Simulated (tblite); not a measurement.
**Geometry relaxation, with input and output: C$_{3}$H$_{11}$ClSi$_{3}$ (part 1 of 4)**

System: C$_{3}$H$_{11}$ClSi$_{3}$.
Method: GFN2-xTB geometry optimisation, gas phase (tblite 0.8.0).

It belongs to a series of runs on one base structure; here: C replaced by Si.

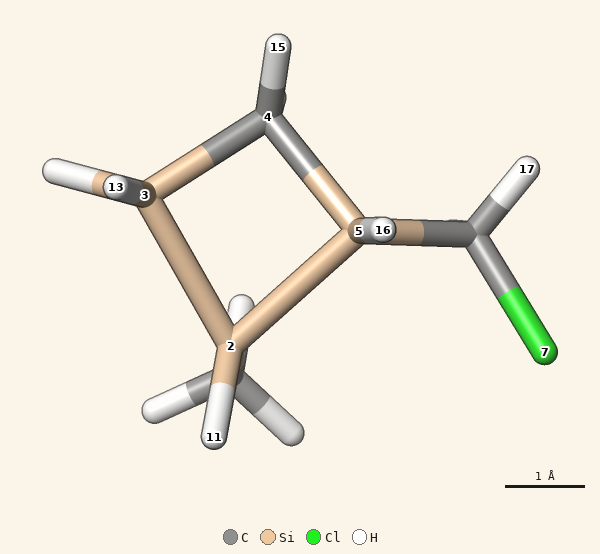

Fig. 1: The starting structure (stick view, seen at a tilt; atoms are numbered from 1 in the order of the input).

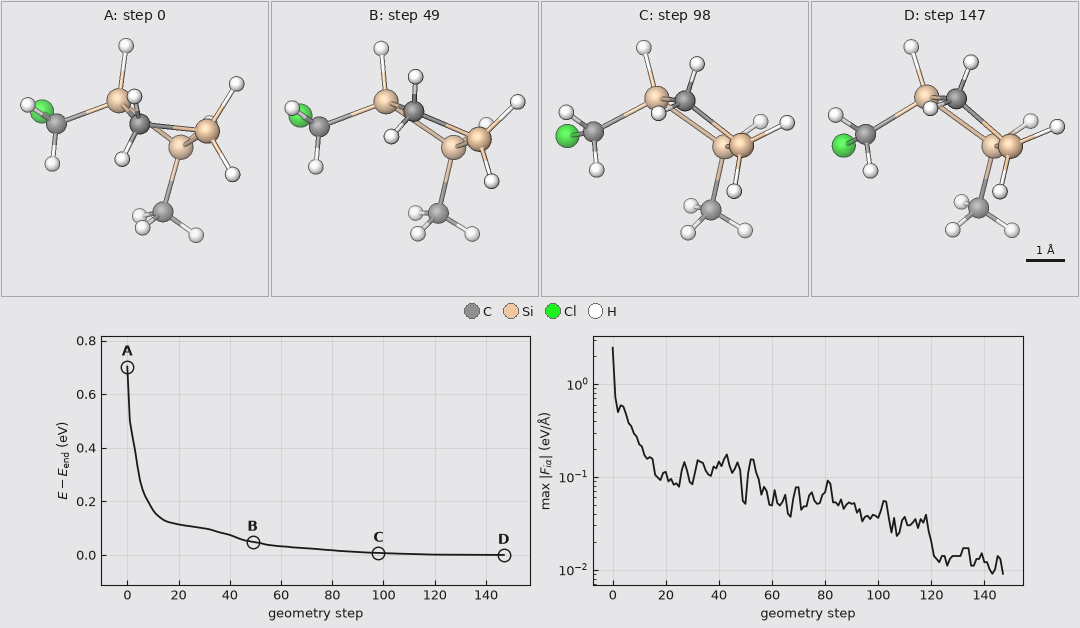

Fig. 2: Frames of the relaxation (ball-and-stick view, seen at an oblique angle) above the curves, on which the letters mark them (steps are counted from 0).

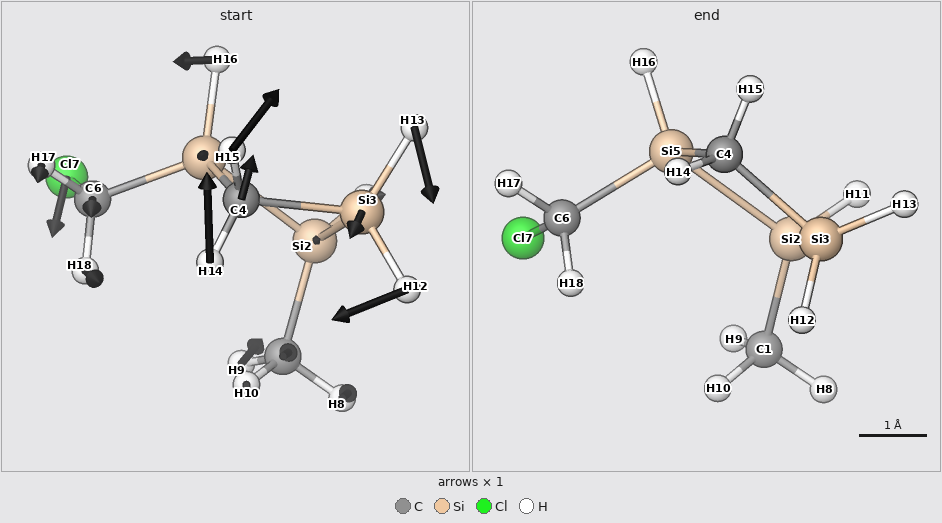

Fig. 3: Before (left) and after (right) the relaxation, at one scale (ball-and-stick view, seen at an oblique angle). The black arrows give the displacements, at true length. Over 147 geometry steps the energy falls by 0.703 eV. The largest force component goes from 2.5 to 0.009 eV/Å. The atom that moves furthest after the best rigid fit is H14 (1.42 Å). By element the largest moves are H 1.42 Å, Cl 1.01 Å, C 0.71 Å, Si 0.52 Å. Distances before and after: Si5–C6 1.826 → 1.921 Å, Si2–Si3 2.267 → 2.355 Å, C1–Si2 1.819 → 1.905 Å, Si2–Si5 2.273 → 2.350 Å. Among the angles that change: Si2–Si5–H16 114.1° → 129.5°, C6–Si5–H16 115.6° → 104.2°, Si3–C4–Si5 92.6° → 103.5°. (Atoms are counted from 1 in the order of the input.)

The input and output of the run follow.

## Input file
```
{"job": {"kind": "relax", "xc": "GFN2-xTB", "basis": "xTB"}, "charge": 0, "multiplicity": 1}
C     -1.773200    -1.216300    -0.877300
Si    -1.183800    -0.340500     0.603800
Si    -0.954500     1.897400     0.322900
C      0.760400     1.611600    -0.449400
Si     1.060600     0.021400     0.594200
C      1.991100    -1.204900    -0.388300
Cl     2.011300    -2.760400     0.464200
H     -2.858400    -1.095900    -0.988300
H     -1.569700    -2.290400    -0.821000
H     -1.322700    -0.843400    -1.792100
H     -1.775300    -0.790400     1.904700
H     -1.928100     2.479400    -0.650300
H     -0.900300     2.660300     1.605600
H      0.725900     1.412800    -1.520200
H      1.474900     2.413300    -0.241100
H      1.631800     0.339100     1.936100
H      3.039300    -0.902000    -0.526500
H      1.561900    -1.384800    -1.374800
```

The first line tells a small driver script what to run in tblite; the rest is the geometry in Å.

Launch command:
```bash
OMP_NUM_THREADS=1 python <driver script> task.json out
```

## The program's output
```
step      E/eV     max force
  0    -589.80199    2.469
  1    -590.00433    1.039
  2    -590.06115    0.546
  3    -590.11204    0.755
  4    -590.17478    0.767
  5    -590.22781    0.552
  6    -590.26159    0.416
  7    -590.28562    0.386
  8    -590.30313    0.340
  9    -590.32029    0.348
 10    -590.33721    0.293
 11    -590.34953    0.242
 12    -590.35851    0.208
 13    -590.36652    0.173
 14    -590.37328    0.172
 15    -590.37832    0.177
 16    -590.38182    0.137
 17    -590.38429    0.110
 18    -590.38654    0.100
 19    -590.38880    0.125
 20    -590.39084    0.124
 21    -590.39261    0.133
 22    -590.39413    0.123
 23    -590.39547    0.097
 24    -590.39680    0.109
 25    -590.39820    0.097
 26    -590.39969    0.124
 27    -590.40127    0.145
 28    -590.40283    0.120
 29    -590.40426    0.090
 30    -590.40561    0.101
 31    -590.40708    0.128
 32    -590.40901    0.157
 33    -590.41158    0.160
 34    -590.41468    0.156
 35    -590.41784    0.136
 36    -590.42055    0.150
 37    -590.42280    0.133
 38    -590.42495    0.155
 39    -590.42732    0.157
 40    -590.43008    0.158
 41    -590.43344    0.176
 42    -590.43737    0.188
 43    -590.44143    0.179
 44    -590.44494    0.161
 45    -590.44800    0.129
 46    -590.45099    0.136
 47    -590.45179    0.155
 48    -590.45428    0.155
 49    -590.45578    0.071
 50    -590.45704    0.067
 51    -590.45866    0.115
 52    -590.46062    0.166
 53    -590.46318    0.165
 54    -590.46561    0.120
 55    -590.46736    0.106
 56    -590.46857    0.077
 57    -590.46967    0.092
 58    -590.47082    0.087
 59    -590.47184    0.063
 60    -590.47256    0.062
 61    -590.47298    0.101
 62    -590.47361    0.053
 63    -590.47441    0.058
 64    -590.47605    0.067
 65    -590.47680    0.066
 66    -590.47742    0.047
 67    -590.47797    0.047
 68    -590.47860    0.072
 69    -590.47930    0.085
 70    -590.48011    0.078
 71    -590.48076    0.061
 72    -590.48126    0.064
 73    -590.48178    0.059
 74    -590.48257    0.069
 75    -590.48362    0.078
 76    -590.48461    0.076
 77    -590.48533    0.057
 78    -590.48590    0.052
 79    -590.48648    0.065
 80    -590.48725    0.070
 81    -590.48818    0.093
 82    -590.48915    0.086
 83    -590.48985    0.055
 84    -590.49043    0.058
 85    -590.49088    0.055
 86    -590.49140    0.067
 87    -590.49199    0.058
 88    -590.49259    0.057
 89    -590.49319    0.056
 90    -590.49375    0.056
 91    -590.49434    0.061
 92    -590.49499    0.059
 93    -590.49560    0.054
 94    -590.49598    0.040
 95    -590.49622    0.041
 96    -590.49644    0.042
 97    -590.49679    0.042
 98    -590.49718    0.051
 99    -590.49758    0.046
100    -590.49795    0.043
101    -590.49832    0.047
102    -590.49875    0.060
103    -590.49923    0.066
104    -590.49962    0.046
105    -590.49986    0.028
106    -590.49998    0.037
107    -590.50011    0.027
108    -590.50029    0.035
109    -590.50063    0.044
110    -590.50095    0.040
111    -590.50127    0.032
112    -590.50155    0.035
113    -590.50188    0.037
114    -590.50227    0.036
115    -590.50266    0.035
116    -590.50295    0.036
117    -590.50313    0.032
118    -590.50327    0.040
119    -590.50342    0.029
120    -590.50358    0.022
121    -590.50364    0.017
122    -590.50369    0.017
123    -590.50374    0.017
124    -590.50379    0.015
125    -590.50383    0.015
126    -590.50387    0.013
127    -590.50391    0.014
128    -590.50396    0.015
129    -590.50402    0.015
130    -590.50407    0.017
131    -590.50412    0.016
132    -590.50418    0.019
133    -590.50424    0.019
134    -590.50430    0.017
135    -590.50434    0.013
136    -590.50438    0.014
137    -590.50441    0.014
138    -590.50446    0.013
139    -590.50451    0.015
140    -590.50456    0.013
141    -590.50459    0.012
142    -590.50462    0.011
143    -590.50464    0.011
144    -590.50466    0.011
145    -590.50470    0.014
146    -590.50474    0.013
147    -590.50477    0.009
```

## Trajectory as extended XYZ (Å, eV, eV/Å), 45 of the 148 frames kept, from step=0 to step=147
```
18
Properties=species:S:1:pos:R:3:forces:R:3 step=0 energy=-589.80199
C    -1.7732   -1.2163   -0.8773   -1.1320  -1.2340  -1.3770
Si   -1.1838   -0.3405    0.6038   -0.0140   0.2360   2.4580
Si   -0.9545    1.8974    0.3229   -1.3240   1.3460  -0.3140
C     0.7604    1.6116   -0.4494    0.4270   0.1290   0.7260
Si    1.0606    0.0214    0.5942   -0.1000   0.7700   1.0840
C     1.9911   -1.2049   -0.3883    1.5930  -0.8230  -1.0130
Cl    2.0113   -2.7604    0.4642    0.0130  -0.1210   0.0420
H    -2.8584   -1.0959   -0.9883    0.2320  -0.1430  -0.0690
H    -1.5697   -2.2904   -0.8210   -0.0840   0.1630  -0.1000
H    -1.3227   -0.8434   -1.7921    0.0590   0.0240   0.0060
H    -1.7753   -0.7904    1.9047    0.0180  -0.0510  -0.5090
H    -1.9281    2.4794   -0.6503    0.3510   0.2030   0.3120
H    -0.9003    2.6603    1.6056    0.0730  -0.1210  -0.5870
H     0.7259    1.4128   -1.5202    0.0560   0.1590   0.1590
H     1.4749    2.4133   -0.2411   -0.1150  -0.1420  -0.3340
H     1.6318    0.3391    1.9361    0.0990  -0.1080  -0.5190
H     3.0393   -0.9020   -0.5265   -0.2210  -0.2660  -0.0690
H     1.5619   -1.3848   -1.3748    0.0690  -0.0190   0.1030
18
Properties=species:S:1:pos:R:3:forces:R:3 step=3 energy=-590.11204
C    -1.7991   -1.2420   -0.8982    0.0720   0.1350   0.3160
Si   -1.1931   -0.3344    0.6755    0.0020   0.1460  -0.3860
Si   -1.0091    1.9489    0.3063    0.1050  -0.2950  -0.0200
C     0.7596    1.6157   -0.4131   -0.2090   0.1530   0.1940
Si    1.0714    0.0329    0.6213    0.0120  -0.2420  -0.2330
C     2.0352   -1.2276   -0.4102    0.0240   0.1100   0.0940
Cl    2.0151   -2.7706    0.4655    0.0940  -0.1030  -0.0310
H    -2.8688   -1.1065   -0.9991   -0.0990  -0.1480  -0.1310
H    -1.5748   -2.3005   -0.8305   -0.0940  -0.0700  -0.1070
H    -1.3201   -0.8430   -1.7925   -0.0590  -0.0520   0.1680
H    -1.7886   -0.8050    1.8990   -0.3570  -0.3220   0.3290
H    -1.9218    2.5066   -0.6466   -0.3120   0.5890  -0.3550
H    -0.8967    2.6620    1.5745    0.0010   0.2530  -0.0980
H     0.7299    1.4229   -1.4949   -0.0160   0.0350   0.3780
H     1.4770    2.4155   -0.2581    0.0040   0.0620  -0.0350
H     1.6489    0.3360    1.9188    0.3760   0.0170   0.0930
H     3.0595   -0.9153   -0.5383    0.3240  -0.1990  -0.1720
H     1.5669   -1.3894   -1.3773    0.1340  -0.0690  -0.0020
18
Properties=species:S:1:pos:R:3:forces:R:3 step=7 energy=-590.28562
C    -1.8208   -1.2519   -0.8683   -0.0670  -0.0700  -0.0440
Si   -1.2229   -0.3252    0.7018   -0.0660  -0.1580   0.0070
Si   -1.0690    1.9686    0.2692   -0.0350   0.1030  -0.0100
C     0.7329    1.6432   -0.3409    0.0860  -0.1260  -0.1170
Si    1.0893    0.0107    0.6224   -0.0600   0.1080   0.1160
C     2.0929   -1.2362   -0.4184    0.0020  -0.0040   0.0460
Cl    2.0427   -2.7961    0.4556    0.1100   0.0600  -0.0750
H    -2.8916   -1.1476   -1.0315    0.0260  -0.0030   0.0850
H    -1.6003   -2.3172   -0.8544   -0.0040   0.0370   0.1500
H    -1.3301   -0.8508   -1.7540    0.0080   0.0660   0.0920
H    -1.8622   -0.8746    1.9262    0.0290   0.0500  -0.2930
H    -1.9561    2.6493   -0.6942    0.1950   0.0760   0.1470
H    -0.8983    2.7212    1.5194   -0.1690   0.1510  -0.1150
H     0.7219    1.4330   -1.4068   -0.1350  -0.1420  -0.2070
H     1.4739    2.4352   -0.2655   -0.1290   0.0970   0.3510
H     1.7448    0.3290    1.9029    0.1550  -0.1230  -0.1700
H     3.1374   -0.9758   -0.5839   -0.0810  -0.1070   0.0280
H     1.6070   -1.4086   -1.3775    0.1370  -0.0150   0.0080
18
Properties=species:S:1:pos:R:3:forces:R:3 step=10 energy=-590.33721
C    -1.8326   -1.2600   -0.8597    0.0000  -0.0120  -0.0370
Si   -1.2367   -0.3387    0.6940    0.1400   0.2240   0.1270
Si   -1.0787    1.9720    0.2584   -0.0480   0.1360   0.0470
C     0.7329    1.6378   -0.3409   -0.1740  -0.0400   0.0130
Si    1.0837    0.0120    0.6294    0.0880  -0.0580  -0.0210
C     2.1037   -1.2337   -0.4111   -0.0080  -0.0620  -0.0490
Cl    2.0689   -2.7965    0.4422    0.0210  -0.0990   0.0800
H    -2.8959   -1.1607   -1.0279   -0.1950   0.0340   0.0390
H    -1.6085   -2.3174   -0.8380    0.0610  -0.1770   0.0840
H    -1.3333   -0.8443   -1.7264    0.0550   0.0370  -0.1390
H    -1.8847   -0.8914    1.8954   -0.0490  -0.0110  -0.0780
H    -1.9417    2.7096   -0.6928    0.2130  -0.0470   0.1390
H    -0.9268    2.7686    1.4909   -0.1400   0.0220  -0.1430
H     0.6998    1.4149   -1.4088    0.1130   0.0890  -0.0080
H     1.4481    2.4514   -0.2121   -0.1580  -0.1250   0.0110
H     1.8027    0.3082    1.8773    0.0890  -0.0820  -0.0890
H     3.1497   -1.0091   -0.5920    0.0590   0.1490   0.1150
H     1.6406   -1.4163   -1.3757   -0.0680   0.0210  -0.0910
18
Properties=species:S:1:pos:R:3:forces:R:3 step=13 energy=-590.36652
C    -1.8410   -1.2667   -0.8573    0.0390   0.0570   0.0600
Si   -1.2332   -0.3241    0.7007   -0.0510  -0.0260  -0.1210
Si   -1.0905    1.9853    0.2566    0.0440  -0.1560   0.0550
C     0.7125    1.6296   -0.3363   -0.0330  -0.0360   0.0250
Si    1.0911    0.0053    0.6297    0.0380  -0.0890  -0.1110
C     2.1137   -1.2416   -0.4145    0.0100  -0.0520  -0.0420
Cl    2.0882   -2.8084    0.4423   -0.0070  -0.0180   0.0140
H    -2.9143   -1.1670   -1.0207    0.1390  -0.0090   0.0530
H    -1.6088   -2.3311   -0.8189   -0.0150   0.1490   0.0120
H    -1.3329   -0.8404   -1.7220   -0.1040  -0.1380  -0.0120
H    -1.9075   -0.9052    1.8689   -0.0540   0.0010   0.0360
H    -1.9109    2.7486   -0.6812   -0.0160   0.0540  -0.1230
H    -0.9614    2.8058    1.4588   -0.0660   0.1110   0.1120
H     0.7003    1.4163   -1.4075    0.0980   0.1270   0.0410
H     1.4134    2.4470   -0.1793   -0.0400  -0.0640  -0.0660
H     1.8538    0.2849    1.8507    0.0790  -0.0370  -0.0080
H     3.1637   -1.0127   -0.5835   -0.0420   0.1350   0.0920
H     1.6551   -1.4195   -1.3844   -0.0210  -0.0100  -0.0160
18
Properties=species:S:1:pos:R:3:forces:R:3 step=17 energy=-590.38429
C    -1.8388   -1.2617   -0.8505   -0.0010  -0.0110  -0.0300
Si   -1.2353   -0.3223    0.6956    0.0330  -0.0090   0.0980
Si   -1.0963    1.9806    0.2670   -0.0340   0.0820  -0.0080
C     0.7019    1.6166   -0.3329    0.0470   0.0490   0.0180
Si    1.0973   -0.0107    0.6183   -0.0730   0.0080   0.0520
C     2.1165   -1.2538   -0.4216   -0.0300   0.0260   0.0150
Cl    2.0976   -2.8165    0.4431    0.0150   0.0020  -0.0430
H    -2.9085   -1.1686   -1.0052   -0.0560   0.0120   0.0280
H    -1.6078   -2.3206   -0.8021    0.0210  -0.0500   0.0310
H    -1.3467   -0.8587   -1.7299   -0.0020  -0.0180  -0.0800
H    -1.9254   -0.9071    1.8553   -0.0340   0.0130   0.0290
H    -1.8883    2.7670   -0.6894    0.0250  -0.0510  -0.0480
H    -0.9943    2.8386    1.4570   -0.0300  -0.0270   0.0020
H     0.7156    1.4375   -1.4084   -0.0210   0.0220  -0.0080
H     1.3912    2.4368   -0.1670    0.0910   0.0440   0.0440
H     1.8900    0.2631    1.8287   -0.0030  -0.0400  -0.0670
H     3.1614   -0.9893   -0.5620   -0.0170   0.0080  -0.0150
H     1.6611   -1.4248   -1.3937    0.0690  -0.0600  -0.0180
18
Properties=species:S:1:pos:R:3:forces:R:3 step=20 energy=-590.39084
C    -1.8379   -1.2608   -0.8498   -0.0110  -0.0290   0.0060
Si   -1.2355   -0.3258    0.7052   -0.0210   0.1010  -0.0690
Si   -1.1034    1.9885    0.2694    0.1130  -0.0270  -0.0400
C     0.7060    1.6201   -0.3267   -0.0610   0.0930   0.0210
Si    1.0885   -0.0165    0.6191    0.0110   0.0400  -0.0680
C     2.1144   -1.2551   -0.4229   -0.0140   0.0200  -0.0230
Cl    2.1048   -2.8194    0.4352    0.0200  -0.0260   0.0000
H    -2.9103   -1.1689   -0.9939   -0.0220  -0.0040   0.0210
H    -1.6057   -2.3197   -0.7908   -0.0030  -0.0400   0.0150
H    -1.3560   -0.8725   -1.7434   -0.0020   0.0110   0.0230
H    -1.9407   -0.9068    1.8563   -0.0300  -0.0030   0.0430
H    -1.8776    2.7702   -0.7058    0.0150  -0.0550  -0.0250
H    -1.0134    2.8508    1.4584   -0.0280  -0.0330  -0.0200
H     0.7185    1.4517   -1.4063   -0.0150   0.0130   0.0750
H     1.3983    2.4403   -0.1549    0.0310  -0.0380   0.0480
H     1.9076    0.2470    1.8092    0.0060  -0.0190   0.0210
H     3.1574   -0.9787   -0.5559   -0.0070   0.0030  -0.0010
H     1.6766   -1.4379   -1.4003    0.0180  -0.0090  -0.0270
```
